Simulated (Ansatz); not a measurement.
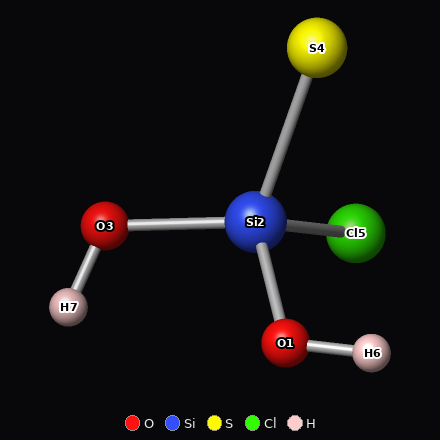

The system is ClH₂O₂SSi, SMILES O[Si](O)([S])Cl, spin multiplicity 2; the picture shows the reference structure. 
- First axis: bond length O1–Si2. Second axis: dihedral H6–O1–Si2–O3.
- Nothing is relaxed (all other coordinates rigid).
- The scan uses a 7 × 8 grid. At 1 point there is no value.
- Energies: kcal/mol, counted from the relaxed molecule at the same level.
- Method: UKS PBE-D4/def2-SVP in Ansatz.

Its coordinates:

```xyz
7

O    -0.7108    0.3919    1.1352
Si    0.0108   -0.0452   -0.3015
O     1.0178   -1.3055    0.0746
S    -1.2434   -0.4654   -1.9402
Cl    1.0640    1.5743   -1.1081
H    -1.3541    1.1208    1.0803
H     1.2769   -1.3389    1.0139
```

Range: bond length O1–Si2 from 1.433 to 2.333 Å; dihedral H6–O1–Si2–O3 from −180 to 135°.

### What landscape does the calculation give?

The lowest grid point is at bond length O1–Si2 = 1.733 Å, dihedral H6–O1–Si2–O3 = −180°, 1.4 kcal/mol from the relaxed molecule at the same level. The bottom of the well lies between grid points, at about bond length O1–Si2 = 1.665 Å, dihedral H6–O1–Si2–O3 = −180°, about 1.4 kcal/mol lower on the interpolated surface. It is the only kind of minimum in the scanned range. The highest grid point, bond length O1–Si2 = 2.333 Å, dihedral H6–O1–Si2–O3 = 0°, lies 56.1 kcal/mol above the lowest. On the interpolated surface the easiest way out of the lowest well to its copy in the next cell or period passes a barrier of about 5.4 kcal/mol, counted from the interpolated bottom of the well. Round the minimum the two coordinates are nearly uncoupled.

| dihedral H6–O1–Si2–O3 ↓, bond length O1–Si2 → | 1.433 | 1.583 | 1.733 | 1.883 | 2.033 | 2.183 | 2.333 |
| --- | --- | --- | --- | --- | --- | --- | --- |
| 135 | 31.4 | 4.2 | 2.5 | 12.4 | 26.7 | 41.7 | 55.6 |
| 90 | 34.1 | 6.6 | 4.6 | 14.2 | 28.3 | 43.2 | 56.9 |
| 45 | 35.6 | 8.1 | 6.1 | 15.6 | 29.5 | – | 57.4 |
| 0 | 36.0 | 8.4 | 6.4 | 15.8 | 29.6 | 44.1 | 57.5 |
| −45 | 34.9 | 7.4 | 5.4 | 15.0 | 28.9 | 43.5 | 57.1 |
| −90 | 33.5 | 6.1 | 4.2 | 13.9 | 28.0 | 43.0 | 56.7 |
| −135 | 31.0 | 3.9 | 2.4 | 12.3 | 26.5 | 41.5 | 55.3 |
| −180 | 29.8 | 2.8 | 1.4 | 11.4 | 25.8 | 40.9 | 54.8 |

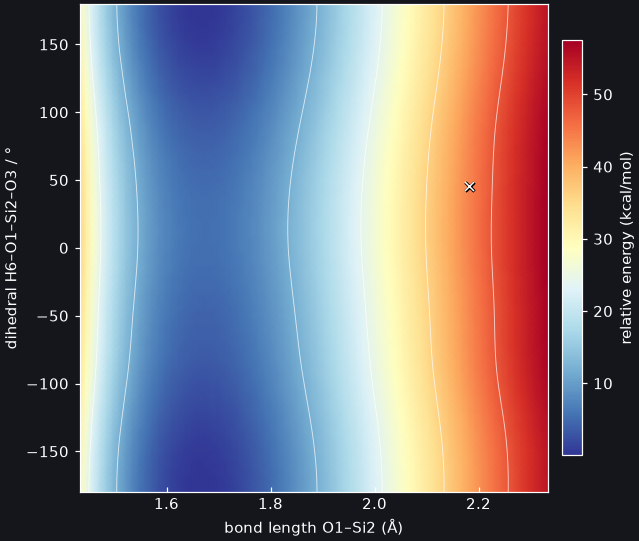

The picture shows a smooth colour map with a few white contour lines, crosses at grid points without a value. Between grid points the surface is interpolated.

The whole map (55 points run) took 14 min on 1 thread of Arm Neoverse V2, on a shared host.
